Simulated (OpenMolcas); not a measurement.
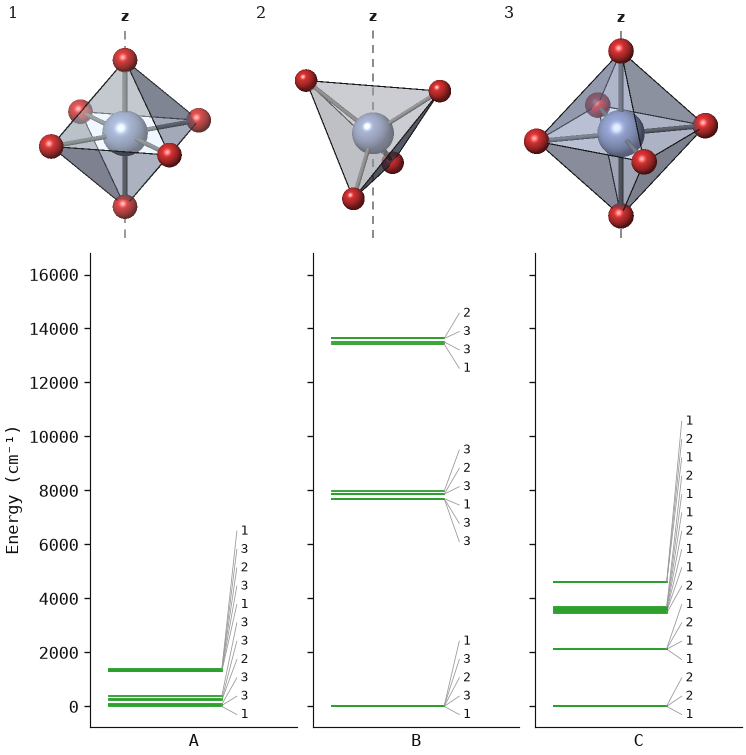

Cr²⁺ (3d⁴) among point charges in three arrangements (top) and its lowest levels in each (bottom, numbers are degeneracies). Computed with OpenMolcas: state-averaged CASSCF, active space 4 electrons in the shell 3d, basis ANO-RCC-VDZP, DKH2 scalar Hamiltonian, spin-orbit coupling by RASSI with atomic mean-field integrals.

(1) 6 point charges of −0.5 e at 1.89 Å, arranged as: tetragonal octahedron (D4h), axial distortion 0.89
(2) 4 point charges of −0.8 e at 2.04 Å, arranged as: tetrahedron (Td)
(3) 6 point charges of −1.5 e at 1.85 Å, arranged as: octahedron (Oh)

Question: Match the level schemes to the arrangements.

Answer: A is (2). The ground level is A₁, non-degenerate, 100 % from states of spin multiplicity 5. The next level lies at 37 cm⁻¹ (T₁). B is (3). The ground level is A₁, non-degenerate, 100 % from states of spin multiplicity 5. The next level lies at 6.0 cm⁻¹ (T₁). C is (1). The ground level is A₁, non-degenerate, 100 % from states of spin multiplicity 5. The next level lies at 4.7 cm⁻¹ (E).

Caveat: orbital doublet at a regular site, Jahn-Teller distortion not allowed for; point charges lack covalency, field too small at true ligand charges; small active space favours high spin, ground spin may be wrong.
